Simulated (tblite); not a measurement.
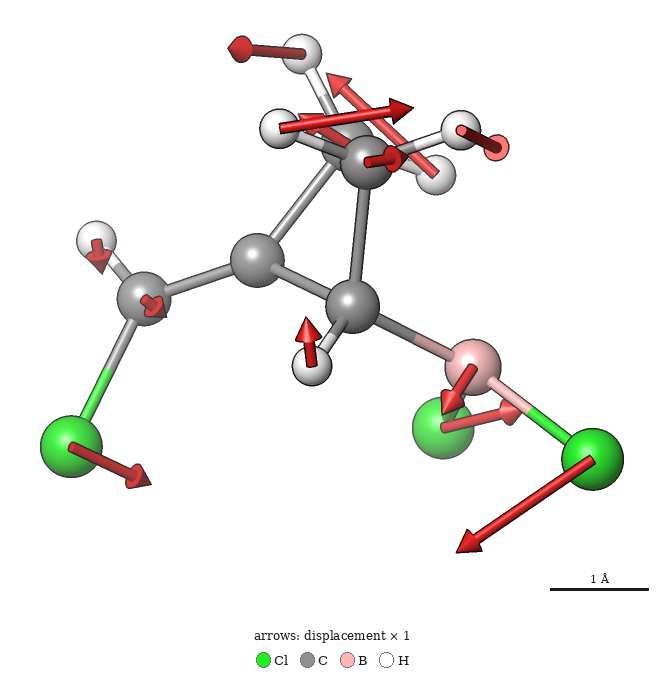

A relaxation of C$_{5}$H$_{6}$BCl$_{3}$. The starting structure is drawn; red arrows show the displacements, at their true length. The two geometries are superimposed by the best rigid fit.

The picture is a ball-and-stick view, seen at a tilt.

Computed with tblite 0.8.0, GFN2-xTB geometry optimisation, gas phase. 

Describe the change and its energy.

The largest move after the best rigid fit is that of a Cl atom, 1.74 Å. Largest moves by element: Cl 1.74 Å, H 1.56 Å, B 0.69 Å, C 0.65 Å. Among the contacts that change: B–Cl 1.850 → 1.716 Å, C–Cl 1.771 → 1.729 Å, C–C 1.522 → 1.557 Å, C–C 1.488 → 1.516 Å. Among the angles between lasting bonds that change: H–C–H 117.8° → 109.5°, C–C–B 107.4° → 115.3°, C–C–C 85.9° → 93.5°. Groups turn about C–C by about 50°, C–C by about 50°, C–C by about 45°. The energy falls by 31.0 kcal/mol in 119 geometry steps. The run took 2 s on 1 thread of Arm Neoverse N1 (shared host).
